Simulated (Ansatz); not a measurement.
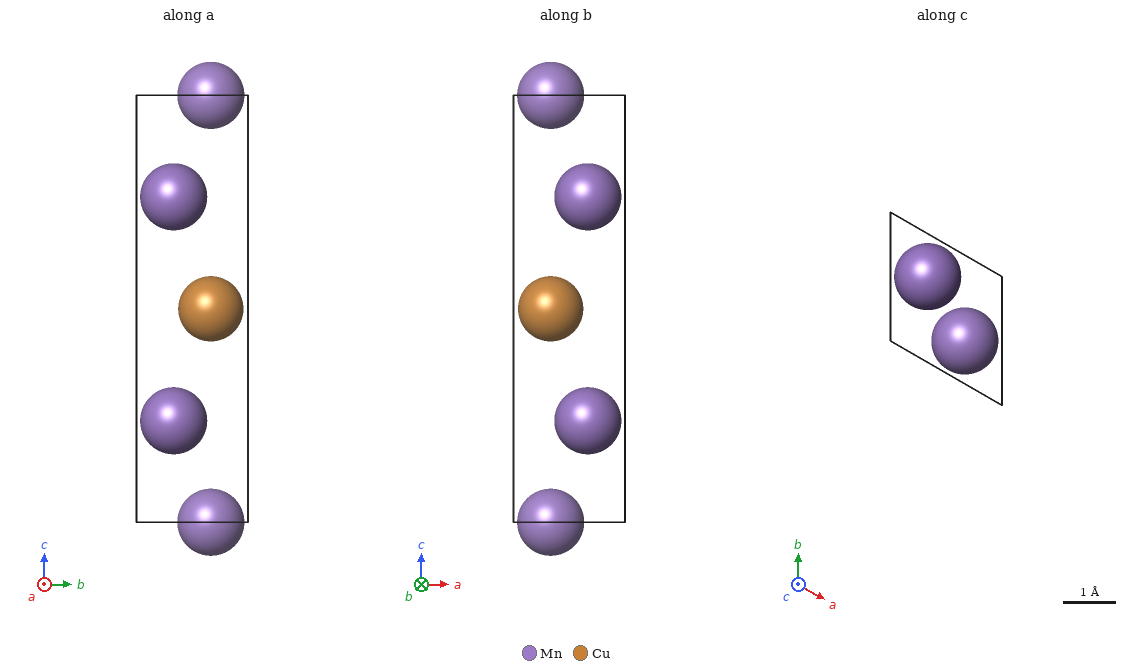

View along the a axis, along the b axis and along the c axis, drawn as a spheres-only model. The conventional unit cell is drawn as a box.

Lattice parameters: a = 2.5000 Å, b = 2.5000 Å, c = 8.2919 Å, α = 90.000°, β = 90.000°, γ = 120.000°.

Convert the drawing into a CIF with its space group and independent sites, with free fractional coordinates to two decimals.

```cif
data_structure
_symmetry_space_group_name_H-M 'P -6 m 2'
_symmetry_Int_Tables_number 187
_cell_length_a 2.5000
_cell_length_b 2.5000
_cell_length_c 8.2919
_cell_angle_alpha 90.000
_cell_angle_beta 90.000
_cell_angle_gamma 120.000
_cell_volume 44.88
loop_
_atom_site_label
_atom_site_type_symbol
_atom_site_symmetry_multiplicity
_atom_site_Wyckoff_symbol
_atom_site_fract_x
_atom_site_fract_y
_atom_site_fract_z
_atom_site_occupancy
Mn1 Mn 1 c 0.3333 0.6667 0.00 1
Mn2 Mn 2 i 0.6667 0.3333 0.24 1
Cu1 Cu 1 d 0.3333 0.6667 0.50 1
```

Starting structure: a structure type filled with these elements by a generator (whether the compound takes this form wasn't checked). The final geometry of a relaxation with DFT PBE, scalar-relativistic, plane waves, PAW in Ansatz 0.2.0 is shown.
